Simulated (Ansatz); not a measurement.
C$_{3}$H$_{6}$OSi: several calculations on one system

## 1. Relaxation

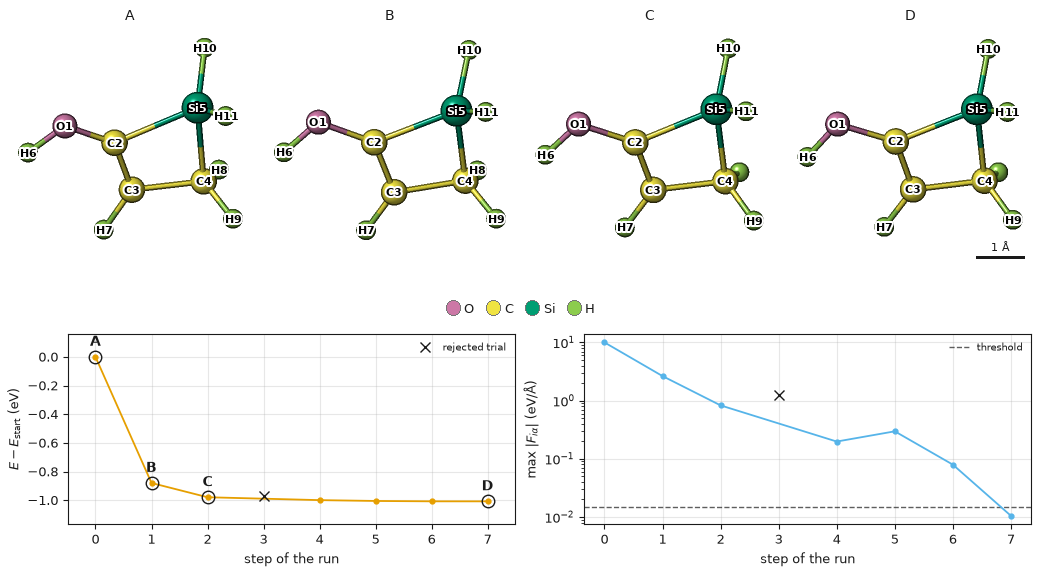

Frames of a relaxation of C3H6OSi, marked on the history of the run. A ball-and-stick model, seen at a tilt.

The run prepares an end point of a later path (torsion) calculation, from a guessed geometry.

All numbers below come from RKS BHLYP-D4/STO-3G in Ansatz 0.2.0. Set-up: no spin polarisation; force threshold 0.015 eV/Å; at most 40 steps.

### Describe the path.

Over 6 accepted moves (7 points after the start) the energy falls by 1.008 eV. Largest force component: 10 eV/Å at the start, 0.01 eV/Å at the end. The line search rejected the trial step at point 3 of the run. The largest move after the best rigid fit is that of O1, 0.16 Å. By element the largest moves are O 0.16 Å, H 0.13 Å, C 0.07 Å, Si 0.04 Å. Among the contacts that change: O1–C2 1.238 → 1.389 Å, C2–Si5 1.912 → 1.851 Å, C4–H9 1.057 → 1.092 Å, C4–H8 1.121 → 1.092 Å. Among the angles between lasting bonds that change: H10–Si5–H11 120.0° → 109.6°, C2–O1–H6 111.6° → 104.4°, Si5–C4–H8 110.9° → 116.7°. The run took 17 s on 1 thread of Arm Neoverse V2, on a shared host, peak memory 0.12 GiB. From step 0 to 1: O and H atoms move most (0.16 Å), energy −0.880 eV. From step 1 to 2: H atoms move most (0.11 Å), energy −0.099 eV. From step 2 to 7: H6 moves most (0.08 Å), energy −0.029 eV.

Limits of the set-up: STO-3G is a minimal basis, so the numbers are rough.

## 2. Relaxation

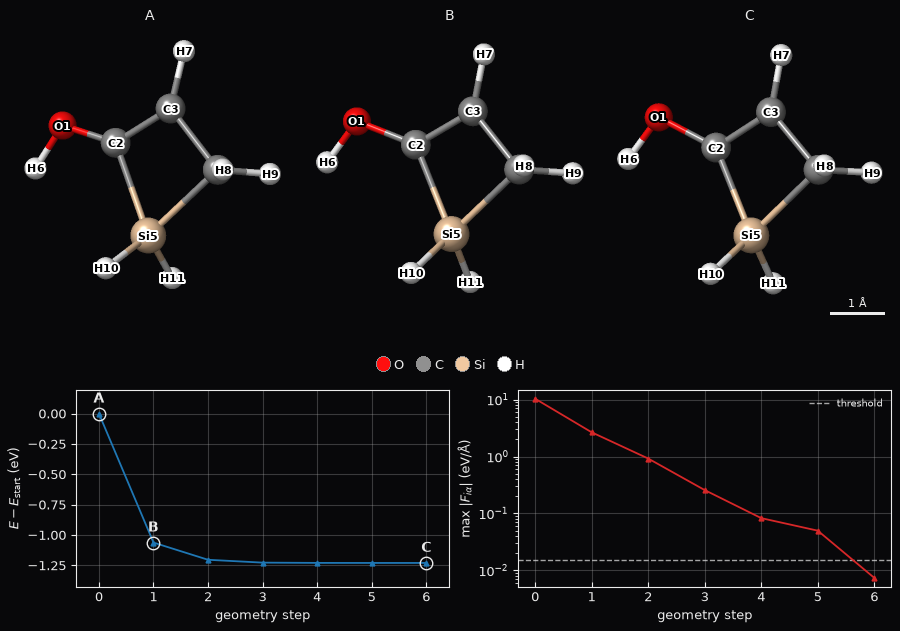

Frames of a relaxation of C3H6OSi, marked on the history of the run. A ball-and-stick model, seen at a tilt.

The run prepares an end point of a later path (torsion) calculation, from a guessed geometry.

These are results of RKS BHLYP-D4/STO-3G (Ansatz), not measurements.

The input:
```yaml
crystal:
  periodic: [false, false, false]
  atoms:
    - { symbol: O, position_ang: [0.1496, 2.1241, -0.582] }
    - { symbol: C, position_ang: [0.0291, 0.9555, -0.1901] }
    - { symbol: C, position_ang: [0.00614, -0.25821, -0.76724] }
    - { symbol: C, position_ang: [-0.35316, -1.17514, 0.40556] }
    - { symbol: Si, position_ang: [-0.27632, 0.29466, 1.57821] }
    - { symbol: H, position_ang: [0.0362, 2.781, 0.1728] }
    - { symbol: H, position_ang: [0.05558, -0.52936, -1.84063] }
    - { symbol: H, position_ang: [0.47779, -1.89797, 0.61589] }
    - { symbol: H, position_ang: [-1.23969, -1.74764, 0.35065] }
    - { symbol: H, position_ang: [0.90638, 0.3776, 2.43593] }
    - { symbol: H, position_ang: [-1.59082, 0.6428, 2.11145] }
basis:
  gaussian: { orbitals: STO-3G }
hamiltonian:
  xc: { name: BHLYP }
  dispersion: d4
relax:
  f_tol: 0.015
  max_steps: 40
```

Launched with:
```bash
ansatz run input.yaml --threads 1 --pin off --max-ram 2048MiB --backend cpu --events-out ev --progress --plain --runs-dir out
```

Describe the path.

Answer. H6 moves most after the best rigid fit: 0.22 Å. Largest moves by element: H 0.22 Å, O 0.18 Å, C 0.10 Å, Si 0.06 Å. Among the contacts that change: O1–C2 1.238 → 1.397 Å, C2–Si5 1.912 → 1.858 Å, C4–H9 1.057 → 1.092 Å, C4–H8 1.121 → 1.092 Å. Among the angles between lasting bonds that change: O1–C2–Si5 129.4° → 141.0°, H10–Si5–H11 120.0° → 109.1°, O1–C2–C3 135.9° → 126.0°. The energy falls by 1.230 eV in 6 geometry steps. Largest force component: 10 eV/Å at the start, 0.0074 eV/Å at the end. From step 0 to 1: H6 moves most (0.19 Å), energy −1.062 eV. From step 1 to 6: O1 moves most (0.09 Å), energy −0.168 eV.

Limits of the set-up: STO-3G is a minimal basis, so the numbers are rough.

## 3. Path

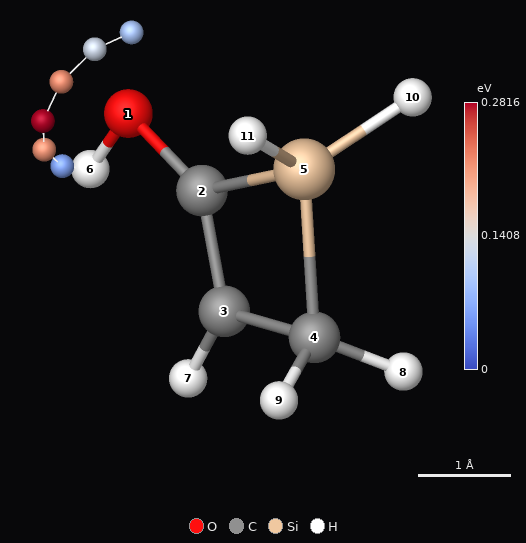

NEB run on C₃H₆OSi. Images are numbered from 0 (start) to 6 (end). The start is drawn whole; smaller spheres mark the moving atoms (H) in the later images, joined by lines and coloured by the energy of the image relative to the start. The picture is a ball-and-stick view, seen from a free direction.

These are results of RKS BHLYP-D4/STO-3G (Ansatz), not measurements. Settings: 5 movable images; climbing image; force threshold 0.05 eV/Å; iteration limit 60; starting path by image-dependent pair potential.

Describe the path and its energy.

The motion is a rotation about the O1–C2 bond by about 180°. No bond forms or breaks between the ends. Among the angles between lasting bonds that change up to the highest image: O1–C2–C3 131.9° → 129.1°, O1–C2–Si5 134.7° → 137.4°. The energy climbs by 0.282 eV to image 3 and then falls by 0.186 eV, so the end point sits at +0.096 eV. The band converged in 5 iterations. The largest component of the band force went from 2.1 to 0.041 eV/Å. The climbing image converged on the top of the path. Its vibrational analysis gives one imaginary mode (404i cm⁻¹), as a transition state must have.

Limits of the set-up: STO-3G is a minimal basis, so the numbers are rough.

Cost: 52 s on 1 thread of Arm Neoverse V2, with other jobs on the host, peak memory 0.1 GiB.
